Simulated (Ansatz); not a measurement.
# CHO₂Si (doublet): what the fields show

```xyz
5

O    -0.8035    1.4268    0.6546
C    -0.2149    0.7077   -0.1012
Si    1.1133   -0.7838    0.5222
O     0.2859   -2.0657    0.1488
H    -0.3808    0.7150   -1.2244
```

All numbers below come from UKS PBE/def2-SVP (Ansatz).

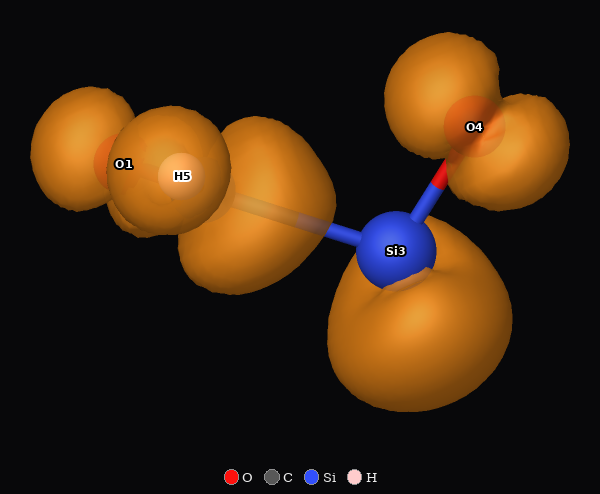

Figure 1. Isosurfaces of the spin density at +0.02 (orange) and −0.02 e/Å³ (purple), seen from one side.

Describe the spin distribution.

Answer. The unpaired spin (1 electron) lies mostly on Si3 (about 0.3), O4 (about 0.2), C2 (about 0.2), O1 (about 0.2) and H5 (about 0.1), in electrons by Hirshfeld's partition.

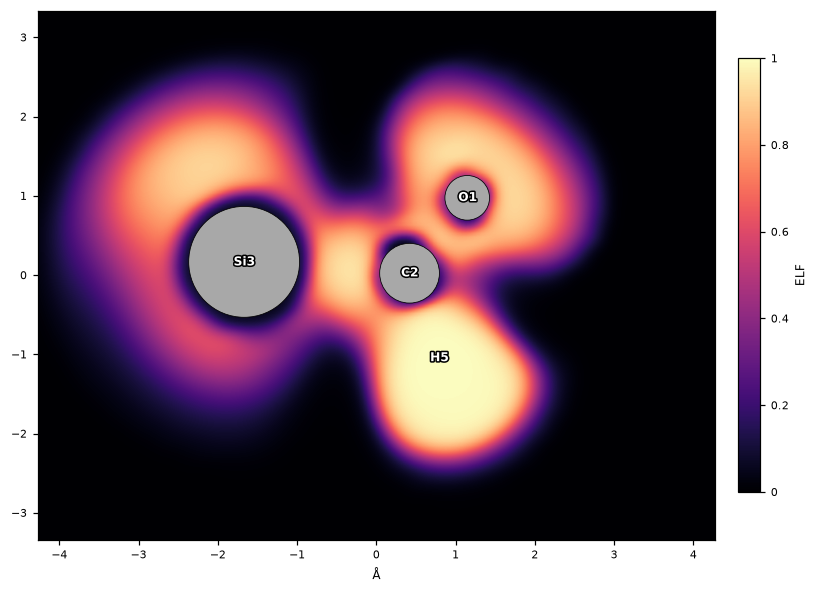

Figure 2. ELF on the plane of atoms O1, C2 and Si3. Grey discs cover the atomic cores.

What do the fields say about this system?

Answer. Atoms in the plane: O, C, Si and H. C–O (1.20 Å): the ELF peaks at about 0.85 between the atoms: a multiple bond. C–Si (2.09 Å): the ELF peaks at about 0.95 between the atoms (a shared electron pair). C–H (1.14 Å): the ELF climbs to about 1 towards the hydrogen, as it does in any bond to H; an ordinary covalent bond to hydrogen. The ELF also peaks beside O1 and Si3, away from the bonds: non-bonding electrons, paired or unpaired.

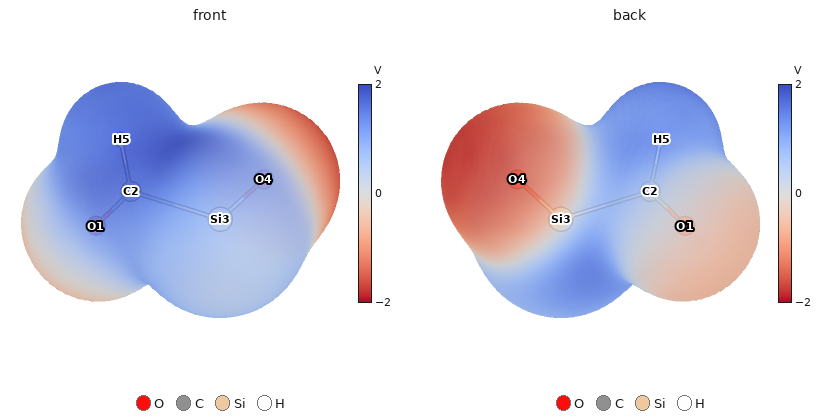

Figure 3. The electrostatic potential painted on the density surface at 0.002 e/bohr³, seen from the front and from behind; red is negative and blue positive.

Which sites attract a positive test charge, and which a negative one?

Answer. A positive charge is drawn to the negative regions and a negative charge to the positive ones. The most negative region (about −1.8 V, or −42 kcal/mol for a unit charge) lies over O4, the most positive (about +1.9 V, or +44 kcal/mol for a unit charge) over Si3. O4 is the likeliest acceptor of a hydrogen bond.
